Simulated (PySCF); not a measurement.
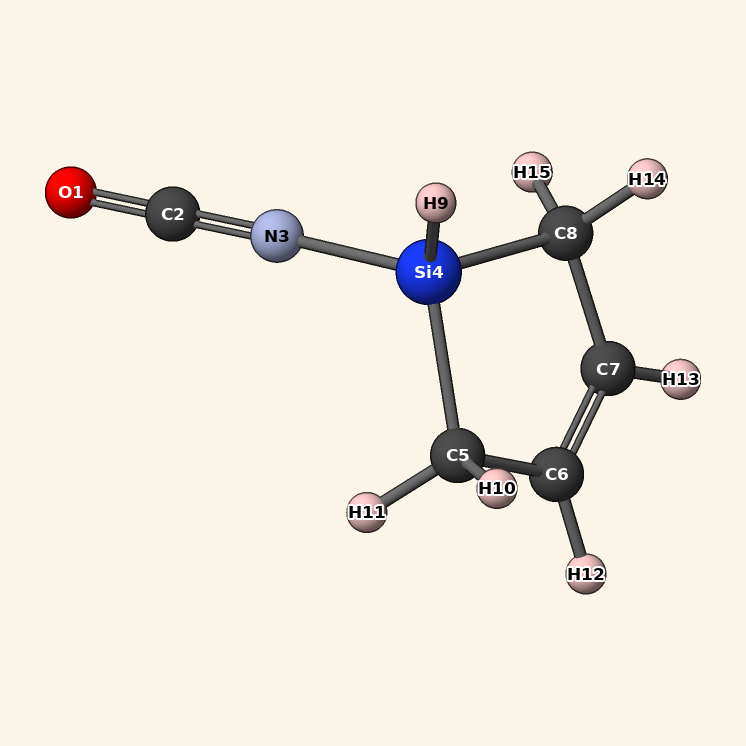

The questions are on isotropic NMR shieldings of the H atoms. The geometry was computed by an optimisation with PBE0-D3(BJ)/def2-SVP. No frequency run is at hand to confirm it as a minimum. Level of theory: GIAO PBE0/pcSseg-1 NMR shielding, non-relativistic, gas phase (PySCF 2.14.0).

List the isotropic NMR shieldings of the H atoms.

```json
{"atom": "H9", "σ (ppm)": "26.08"}
{"atom": "H10", "σ (ppm)": "29.67"}
{"atom": "H11", "σ (ppm)": "29.63"}
{"atom": "H12", "σ (ppm)": "25.15"}
{"atom": "H13", "σ (ppm)": "25.15"}
{"atom": "H14", "σ (ppm)": "29.66"}
{"atom": "H15", "σ (ppm)": "29.63"}
```
